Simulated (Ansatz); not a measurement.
Effect of C → Be on C

The reference is C in the diamond structure (space group Fd-3m, No. 227; a = 3.554 Å).

Perturbation: every C is replaced by Be, then cell and atoms are relaxed.

Method: Ansatz (an electronic-structure program), PBEsol, PAW, cutoff 420 eV, no SOC, earlier PAW set. Γ-centred 16×16×16 mesh, Fermi–Dirac width 0.05 eV.

The volume per atom increases by 8.87 Å³ (5.61 Å³ → 14.48 Å³) and the density drops by 2.522 g/cm³ to 1.03 g/cm³. The lattice parameter a rises by 1.3207 Å to 4.874 Å and the band gap goes from 4.04 eV to zero.

Final structure:

```xyz
2
Lattice="0.0000 2.4372 2.4372 2.4372 0.0000 2.4372 2.4372 2.4372 0.0000" Properties=species:S:1:pos:R:3 pbc="T T T"
Be     0.0000     0.0000     0.0000
Be     1.2186     1.2186     1.2186
```

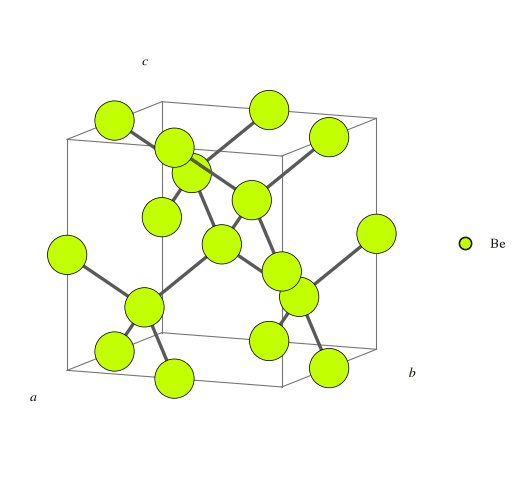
Figure: The relaxed conventional cell after the change

Stability against distortions was not tested. As relaxed here, Be is a hypothetical phase, not in the database extracts checked.
